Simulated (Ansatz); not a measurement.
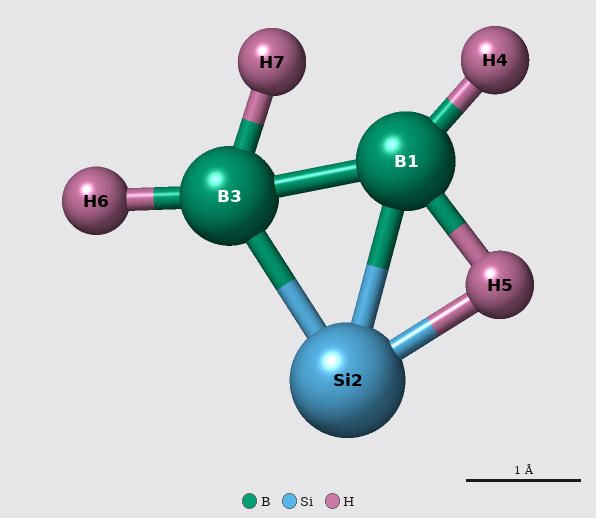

Atoms carry their numbers in the input. The geometry was computed by an optimisation with PBE0-D4/def2-TZVP. No frequency run is at hand to confirm it as a minimum.

What are the angles B1–Si2–B3, B1–B3–Si2, B1–B3–H6, B1–B3–H7, B1–H5–Si2, Si2–B1–B3, Si2–B3–H6, Si2–B3–H7, B3–B1–H4, B3–B1–H5, H4–B1–H5, H6–B3–H7?

```json
{"angle": "B1–Si2–B3", "degrees": "47.9"}
{"angle": "B1–B3–Si2", "degrees": "68.1"}
{"angle": "B1–B3–H6", "degrees": "171.0"}
{"angle": "B1–B3–H7", "degrees": "61.1"}
{"angle": "B1–H5–Si2", "degrees": "84.3"}
{"angle": "Si2–B1–B3", "degrees": "63.9"}
{"angle": "Si2–B3–H6", "degrees": "120.8"}
{"angle": "Si2–B3–H7", "degrees": "129.3"}
{"angle": "B3–B1–H4", "degrees": "142.8"}
{"angle": "B3–B1–H5", "degrees": "116.5"}
{"angle": "H4–B1–H5", "degrees": "100.8"}
{"angle": "H6–B3–H7", "degrees": "109.9"}
```
